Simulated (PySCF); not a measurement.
CH9ClSi3

```xyz
14

C    -2.0532   -0.9211    0.4355
Si   -1.1952    0.6156    1.1071
Si    0.7057    1.1296   -0.1640
Si    2.2753   -0.6077   -0.1918
Cl    1.6286    2.7819    0.7268
H    -2.9425   -1.1657    1.0361
H    -2.3743   -0.7688   -0.6062
H    -1.3746   -1.7878    0.4606
H    -2.1087    1.8005    1.0904
H    -0.7323    0.3956    2.5132
H     0.3409    1.5081   -1.5655
H     1.6589   -1.8285   -0.8021
H     3.4839   -0.2243   -0.9822
H     2.6792   -0.9234    1.2120
```

Geometry: PBE0-D3(BJ)/def2-SVP.

These are results of B3LYP/def2-SVPD, SCF density, gas phase (PySCF), not measurements.

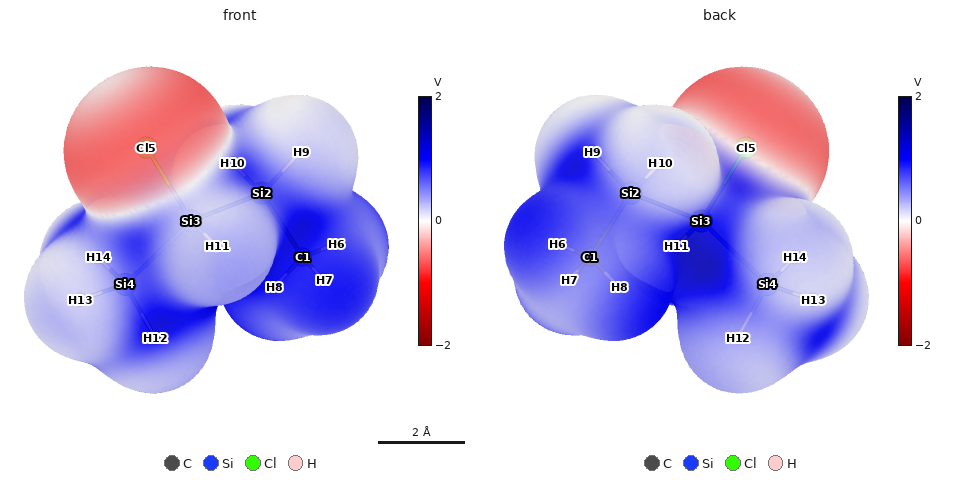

Figure 1. The molecular electrostatic potential painted on the density surface at 0.002 e/bohr³, seen from the front and from behind; the colour scale runs from red (negative) to blue (positive).

Question: Describe the electrostatic potential map.

Answer: The most negative region (about −0.6 V) lies over Cl5, the most positive (about +1.5 V) over Si3.

Question: What dipole moment does the calculation give?

Answer: Its dipole moment is 2.43 D.

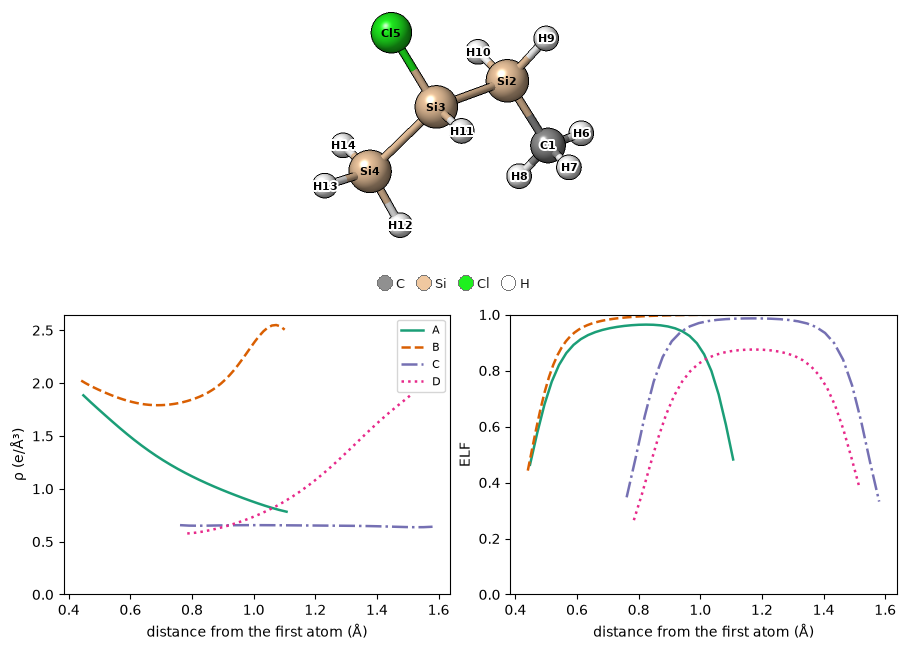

Figure 2. Total electron density and electron localisation function along straight lines between neighbouring atoms. The curves leave out the atomic cores. The structure is drawn too.

Question: Which curve belongs to which contact (C–H, C–Si, Si–Cl and Si–Si)? The first atom named is at distance zero.

Answer: Curve A: C–Si (1.88 Å): ρ at the midpoint is about 0.94 e/Å³; the ELF peaks at about 0.95 between the atoms: a shared electron pair. Curve B: C–H (1.10 Å): ρ is about 1.9 e/Å³ halfway; the ELF climbs to about 1 towards the hydrogen, as it does in any bond to H: an ordinary covalent bond to hydrogen. Curve C: Si–Si (2.34 Å): the density is about 0.65 e/Å³ at the midpoint; the ELF peaks at about 1 between the atoms: a covalent bond. Curve D: Si–Cl (2.09 Å): the density is about 0.8 e/Å³ at the midpoint; the ELF peaks at about 0.90 between the atoms: a polar covalent bond.
